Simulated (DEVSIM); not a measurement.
System: Co/HfO2/n-Ge capacitor, at 300 K.

```tsv
layer (left to right)	material	thickness (nm)	Nd (cm⁻³)
1	HfO2	23.0	-
2	Ge	660	8.2e17
```

Metal gate on the left, work function 5 eV. Fixed charge at the semiconductor interface 0 cm⁻² (in units of +e); no interface traps.

Constants are typed, rounded textbook-type inputs, not results; the design itself was drawn at random and stands for no fabricated device. Values at 300 K.

| parameter | HfO2 | Ge |
|---|---|---|
| gap (eV) | 5.7 | 0.664 |
| affinity (eV) | 2.5 | 4 |
| permittivity | 22 | 16 |
| Nc (cm⁻³) | - | 1.04e19 |
| Nv (cm⁻³) | - | 6e18 |

Model (solved in DEVSIM): 1D Poisson equation in equilibrium, Boltzmann statistics, complete ionisation; no quantum confinement or tunnelling. Metal contacts follow the ideal Schottky-Mott rule: no Fermi-level pinning, no interface dipoles.

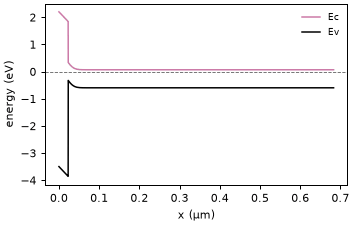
*Band edges at 0.3 V on the gate*

Energies count from the Fermi level of the right contact; mesh points crowd at the junctions.

```csv
x (μm),Ec (eV),Ev (eV),n (cm⁻³),p (cm⁻³),field (V/cm)
0.000,2.200,-3.500,< 1e2,< 1e2,-160000
0.001158,2.182,-3.518,< 1e2,< 1e2,-160000
0.003351,2.148,-3.552,< 1e2,< 1e2,-160000
0.007778,2.078,-3.622,< 1e2,< 1e2,-160000
0.01643,1.943,-3.757,< 1e2,< 1e2,-160000
0.02014,1.885,-3.815,< 1e2,< 1e2,-160000
0.02210,1.855,-3.845,< 1e2,< 1e2,-160000
0.02352,0.329,-0.335,3.1e13,1.4e13,-210000
0.02527,0.294,-0.370,1.2e14,3.7e12,-190000
0.02881,0.231,-0.433,1.4e15,3.2e11,-160000
0.03601,0.139,-0.525,4.8e16,9.1e9,-95000
0.05960,0.067,-0.597,7.8e17,5.6e8,-2500
0.09861,0.066,-0.598,8.2e17,5.3e8,≈ 0
0.1779,0.066,-0.598,8.2e17,5.3e8,≈ 0
0.4045,0.066,-0.598,8.2e17,5.3e8,≈ 0
0.5511,0.066,-0.598,8.2e17,5.3e8,≈ 0
0.6187,0.066,-0.598,8.2e17,5.3e8,≈ 0
0.6520,0.066,-0.598,8.2e17,5.3e8,≈ 0
0.6717,0.066,-0.598,8.2e17,5.3e8,≈ 0
0.6780,0.066,-0.598,8.2e17,5.3e8,≈ 0
0.6812,0.066,-0.598,8.2e17,5.3e8,≈ 0
0.6830,0.066,-0.598,8.2e17,5.3e8,≈ 0
```
